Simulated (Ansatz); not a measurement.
GaN: response to strain

Start from GaN in the wurtzite structure (space group P6_3mc, No. 186).

```
GaN
1.0
    3.18312     0.00000     0.00000
   -1.59156     2.75667     0.00000
    0.00000     0.00000     5.18363
Ga N
2 2
Direct
  0.66667   0.33333   0.00099
  0.33333   0.66667   0.50099
  0.66667   0.33333   0.62421
  0.33333   0.66667   0.12421
```

Strains are applied to the cell and any free atomic positions relax.

Computed with r2SCAN (Ansatz, an electronic-structure program, PAW, scalar-relativistic without spin-orbit coupling).

Notes on the quantities. pressure: mean of the normal stresses, compression positive.

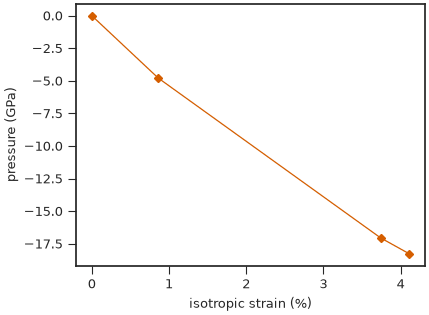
Fig. 1. Pressure against isotropic strain

Question: From the plot, what is the pressure for isotropic strain +3.74 %?

Answer: About -17 GPa.

Question: Is the trend monotonic over the range shown?

Answer: Yes, it falls throughout, spanning -18.26 GPa to 0.00 GPa.

Stability against distortions was not tested.
